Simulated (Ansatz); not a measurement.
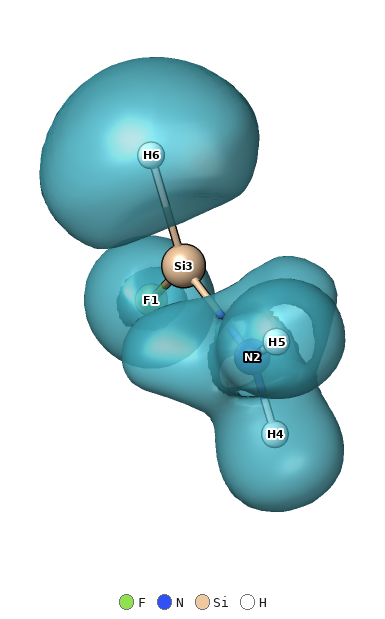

FH3NSi (SMILES [NH2+]=[SiH]F) (charge +1). Isosurface of the electron localisation function at 0.75 (cyan), seen at an oblique angle. Core shells and regions of very low density are left out.

Geometry: B3LYP-D3(BJ)/6-311G**.

The calculation used isolated molecule in a Gaussian basis; Kohn-Sham density functional theory, functional PBE0 in Ansatz 0.2.0.

```xyz
6

F    -0.9623    0.8391    0.1702
N    -2.7545    2.7180    1.0421
Si   -1.9501    1.3157    1.2837
H    -2.6520    3.2983    0.2134
H    -3.4149    3.1006    1.7137
H    -2.0999    0.4873    2.4728
```

Q: Where are the electrons localised?

A: At this value the surface marks out one region around a hydrogen nucleus, one region wrapped around F (its lone pairs, merged into a ring or cap) and one joined region spread over several atoms (H, N, Si), in which their bonds and any lone pairs are merged. Along the contacts the grid gives the following. Si–F (1.56 Å): the ELF peaks at about 0.80 in the valence shell of F, 0.5 Å from its nucleus, and is about 0.50 at the midpoint. Si–N (1.63 Å): the ELF peaks at about 0.90 between the atoms: a polar covalent bond.
